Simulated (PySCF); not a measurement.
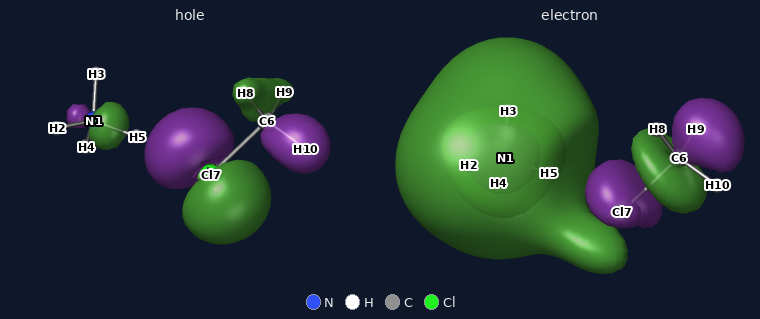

Figure 1: CH7ClN, charge +1, SMILES `[NH4+].CCl`. Leading natural transition orbital pair of S₂ (TDA singlet states); the surfaces enclose about 78 % of each orbital's density.

Method: BHandHLYP/def2-SVP; geometry: GFN2-xTB; program: PySCF. The pair's geometry is semi-empirical, so its contact may be too short or too long. GFN2-xTB bond lengths at metals and heavier atoms can be off by up to 0.1 Å and shapes distorted, which carries into these values. Without diffuse functions Rydberg states are missing, so the states' numbers hold for this basis only.

### What kind of excitation is it, and where does it lie?

8.56 eV (145 nm), f = 0.093, charge transfer, whose energy this functional puts too low; the leading pair carries 100 %; hole on Cl7 (71 %), C6 (10 %) and H10 (6 %), electron on N1 (17 %), H3 and H4 (17 % each) and H2 (16 %); their centroids lie 2.4 Å apart. In canonical orbitals it is mainly HOMO−1 → LUMO (83 %). The HOMO–LUMO gap is 10.48 eV.
